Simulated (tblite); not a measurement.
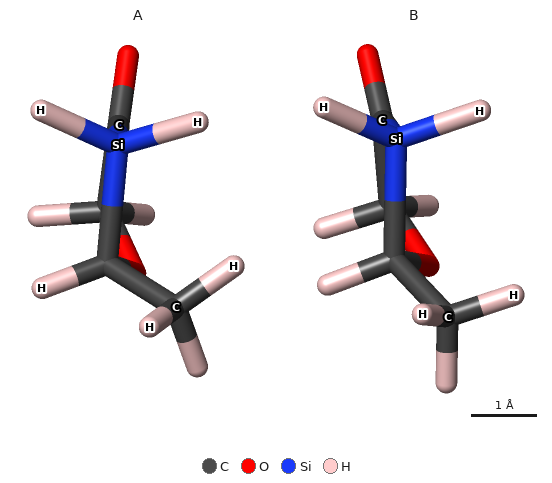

Two geometries of C₄H₈O₂Si, drawn at one scale. One is the start of a relaxation, the other its converged end. A stick model, seen from a free direction.

These are results of GFN2-xTB geometry optimisation, gas phase (tblite 0.8.0), not measurements. 

> Which one is relaxed?

Structure B is the relaxed one. The atom that moves furthest after the best rigid fit is an O atom (0.57 Å). By element the largest moves are O 0.57 Å, H 0.53 Å, C 0.20 Å, Si 0.11 Å. Among the contacts that change: C–O 1.364 → 1.435 Å, C–Si 1.868 → 1.928 Å, C–O 1.359 → 1.398 Å, C–H 1.119 → 1.088 Å. Among the angles between lasting bonds that change: C–C–Si 105.7° → 117.1°, O–C–H 116.4° → 108.2°, H–C–H 114.6° → 109.1°. Groups turn about C–C by about 25°. The energy falls by 49.0 kJ/mol in 91 geometry steps. Cost: 0.46 s on 1 thread of Arm Neoverse V2, on a shared host.
